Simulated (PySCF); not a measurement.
C$_{4}$H$_{2}$F$_{4}$ (SMILES FCC#CC(F)(F)F)

```xyz
10

F     2.7290    0.2035   -0.6609
C     2.0761   -0.0839    0.5022
C     0.6276   -0.0308    0.3372
C    -0.5731    0.0177    0.2130
C    -2.0321    0.0690    0.0596
F    -2.4529   -0.8178   -0.8394
F    -2.6389   -0.2009    1.2151
F    -2.4316    1.2743   -0.3401
H     2.3798    0.6414    1.2771
H     2.3678   -1.0926    0.8427
```

Geometry: PBE0-D3(BJ)/def2-SVP.

Computed with PBE0/pcSseg-1, SCF density, gas phase, non-relativistic (PySCF).

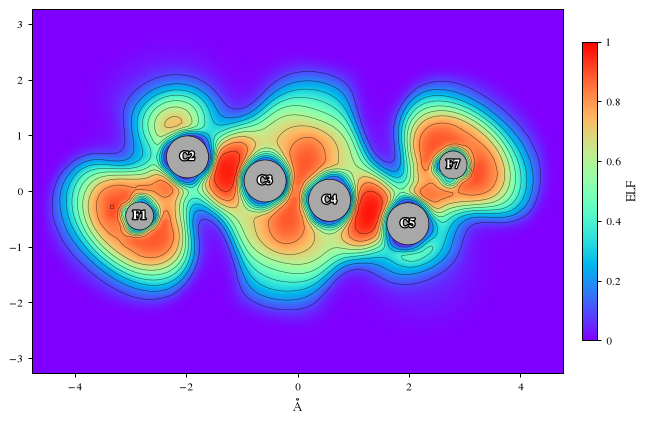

Figure 1. ELF on the plane of atoms F1, C2 and C3. Grey discs cover the atomic cores.

Question: Read the bonding off the picture.

Answer: Atoms in the plane: F and C.
C–C (1.21 Å): the ELF peaks at about 0.85 between the atoms (a multiple bond).
C–F (1.33 Å): the ELF peaks at about 0.85 between the atoms (a shared but strongly polarised pair).
The ELF also peaks beside F1 and F7, away from the bonds: lone-pair regions.

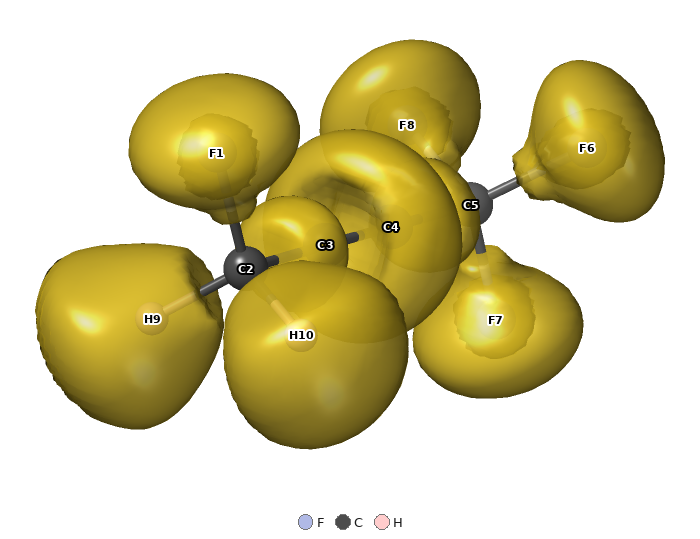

Figure 2. Isosurface of the ELF at 0.75 (yellow), seen at an oblique angle. Only the valence region is drawn (cores and ρ < 0.01 e/Å³ removed).

Question: Identify the bonds, lone pairs and shells in this picture.

Answer: At this value the surface marks out three regions between bonded C–C atoms (shared pairs), two regions around hydrogen nuclei and four regions on F in which the atom's valence shell and bonds are merged.

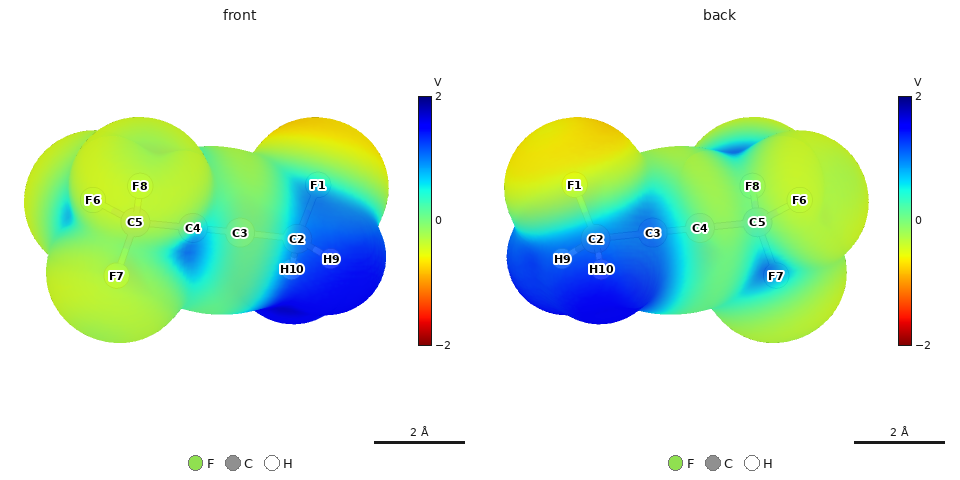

Figure 3. The electrostatic potential painted on the density surface at 0.002 e/bohr³, seen from the front and from behind; red is negative and blue positive.

Question: Which sites attract a positive test charge, and which a negative one?

Answer: A positive charge is drawn to the negative regions and a negative charge to the positive ones. The most negative region (about −0.7 V) lies over F1, the most positive (about +1.6 V) over C2.

Question: How polar is the molecule by this calculation?

Answer: Its dipole moment is 2.57 D.
